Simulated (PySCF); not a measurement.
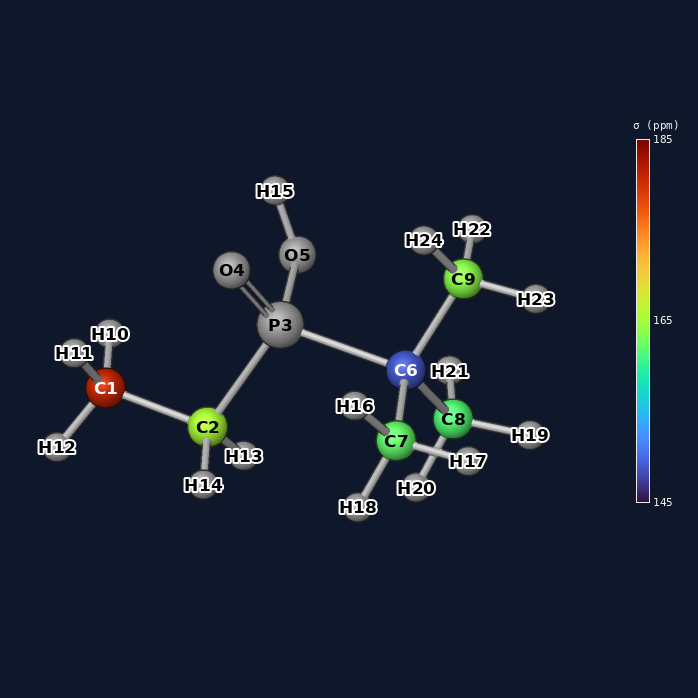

Atoms are coloured by their isotropic NMR shieldings (C only, the others grey). The geometry was computed by an optimisation with GFN2-xTB. No frequency run is at hand to confirm it as a minimum. Method: GIAO PBE0/pcSseg-1 NMR shielding, non-relativistic, gas phase (PySCF 2.14.0).

List the isotropic NMR shieldings of the C atoms.

| atom | σ (ppm) |
| --- | --- |
| C1 | 180.8 |
| C2 | 165.5 |
| C6 | 149.0 |
| C7 | 162.3 |
| C8 | 161.6 |
| C9 | 163.9 |

The geometry is semi-empirical. Around P such bond lengths and angles can be off by a tenth of an ångström or more and by several degrees, and values that hang on the shape move with them.
